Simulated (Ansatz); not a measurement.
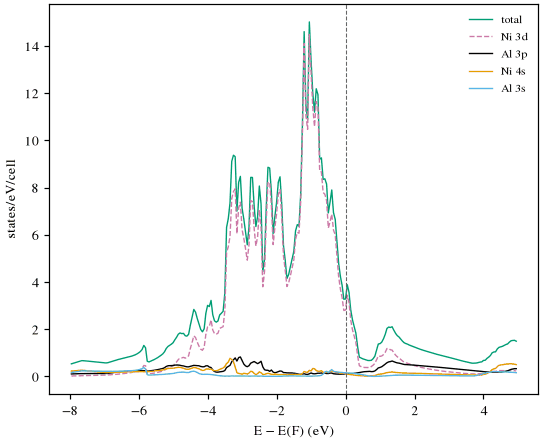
Fig. 1. Total and projected density of states of AlNi3 (Cu3Au type, Pm-3m), plane-wave PAW PBEsol (Ansatz code)

Task: Which orbitals carry the states next to the Fermi level?

Result: Within 0.5 eV of the Fermi level: Ni 3d 86 %. Projections are on Löwdin-orthogonalised atomic valence shells; empty p or d shells of many metals are not among them.

Task: Where is the tallest occupied peak in this window, and what makes it?

Result: Near -1.0 eV, about 15 states/eV per cell; the largest projected share is Ni 3d.

The PBEsol relaxation kept the symmetry of its start. Spin order of the final state: ferromagnetic, the only order run, not a proven ground state.

Potentials: the later of the program's two PAW sets.
